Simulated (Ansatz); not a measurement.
The calculation's input:

```
crystal:
  periodic: [false, false, false]
  atoms:
    - symbol: Ca
      position_ang: [0.002869, -0.367696, 0.831472]
    - symbol: Cl
      position_ang: [-0.882613, -2.502964, -0.007171]
    - symbol: O
      position_ang: [1.616737, 0.905891, 1.464650]
    - symbol: Si
      position_ang: [0.951814, 2.317812, 1.865646]
basis:
  gaussian: {orbitals: def2-TZVPD}
magnetization: {spin_polarized: true, initial_magnetization: 1}
hamiltonian: {xc: pbe0}
output: {forces: true, orbitals: {seedname: orbitals}}
```

Command:

```sh
ansatz run input.yaml --threads 1 --pin off --max-ram 2610MiB --events-out events.jsonl --progress --plain --runs-dir runs
```

Geometry: r2SCAN-D4/def2-SVP.

All numbers below come from isolated molecule in a Gaussian basis; Kohn-Sham density functional theory, functional PBE0 (Ansatz 0.2.0).

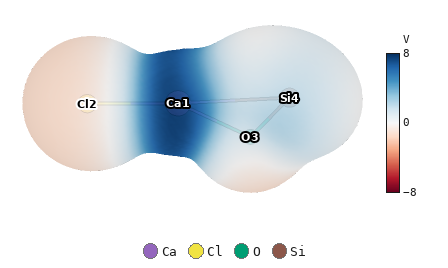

CaClOSi (doublet). The molecular electrostatic potential painted on the density surface at 0.004 e/bohr³, seen at a tilt; red is negative and blue positive.

Q: Which sites attract a positive test charge, and which a negative one?

A: A positive charge is drawn to the negative regions and a negative charge to the positive ones. The most negative region (about −1.4 V) lies over Cl2 and O3, the most positive (about +7.6 V) over Ca1.

Q: What dipole moment does the calculation give?

A: Its dipole moment is 3.14 D.
